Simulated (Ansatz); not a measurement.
# BH2O2Te: the cost of one run

Method: the settings change from run to run; program: Ansatz 0.2.0, Gaussian basis.

### 1 The molecule

An earlier PBE0-D4 in a triple-zeta def2 set relaxation fixed the geometry. Te takes a core potential in def2 sets; no spin-orbit term is included.

SMILES `OB(O)[Te]`, 6 atoms, charge 0, spin multiplicity 2.

Atoms are counted from 1 here; the program's logs count them from 0.

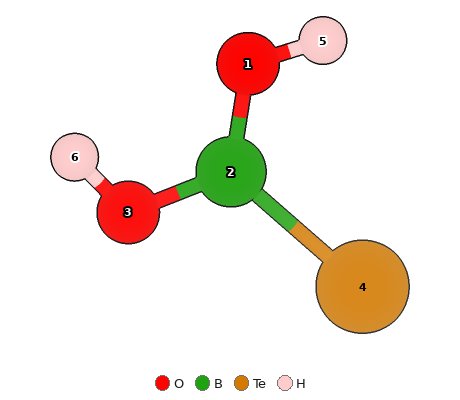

The structure; oxygen red, boron green, tellurium orange, hydrogen pink; atoms are numbered from 1 in the order of the file.

### 2 B2PLYP/ANO-RCC-VTZP

File in.yaml:

```yaml
crystal:
  periodic: [false, false, false]
  atoms:
    - {symbol: O, position_ang: [0.122844, 1.149783, 0.018151]}
    - {symbol: B, position_ang: [-0.054334, -0.196493, -0.081303]}
    - {symbol: O, position_ang: [0.459403, -1.013613, 0.866977]}
    - {symbol: Te, position_ang: [-1.144058, -1.145853, -1.718211]}
    - {symbol: H, position_ang: [-0.267112, 1.668289, -0.687220]}
    - {symbol: H, position_ang: [0.925256, -0.526213, 1.555405]}
basis:
  gaussian: {orbitals: ANO-RCC-VTZP}
magnetization: {spin_polarized: true, initial_magnetization: 1}
hamiltonian: {xc: {name: B2PLYP}}
output: {forces: true}
```

On the command line:

```bash
$ ansatz run in.yaml --threads 4 --pin off --events-out ev --progress --plain --max-ram 10444MiB
```

**Question.** How long does this run take on 4 threads of Arm Neoverse V2, shared host, and how much memory does it need?

About 47 s, with a peak of 1.1 GiB.
